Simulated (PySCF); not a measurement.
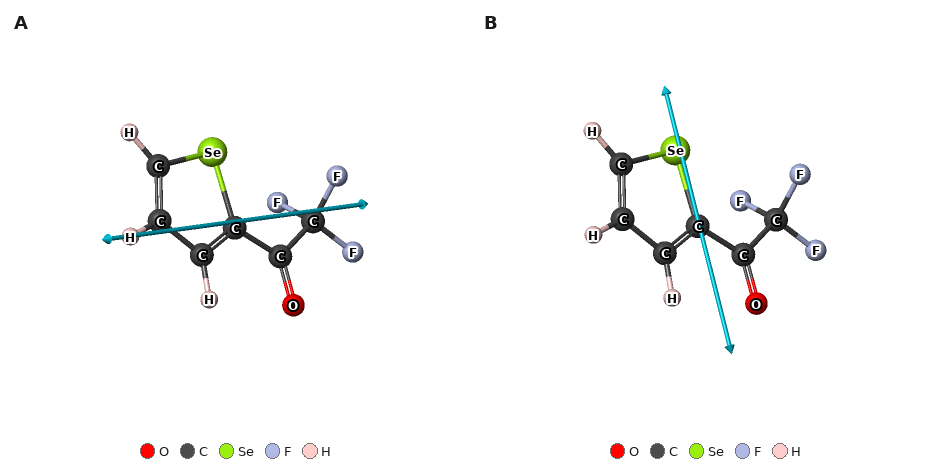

The double arrows show the directions of two transition dipoles from the ground state (lengths mean nothing). The computed structure is the end point of a PBE0-D3(BJ)/def2-SVP optimisation. No frequency run is at hand to confirm it as a minimum. Level of theory: TDDFT B3LYP/def2-SVPD, vertical, gas phase, core orbitals frozen in the response (PySCF 2.14.0).

One belongs to singlet state 2 and one to singlet state 7. Which is which?

A: state 7, 6.12 eV (203 nm), oscillator strength 0.039, mainly HOMO−1 → LUMO+2 (weight 0.88).
B: state 2, 4.15 eV (299 nm), oscillator strength 0.063, mainly HOMO−1 → LUMO (weight 0.55).
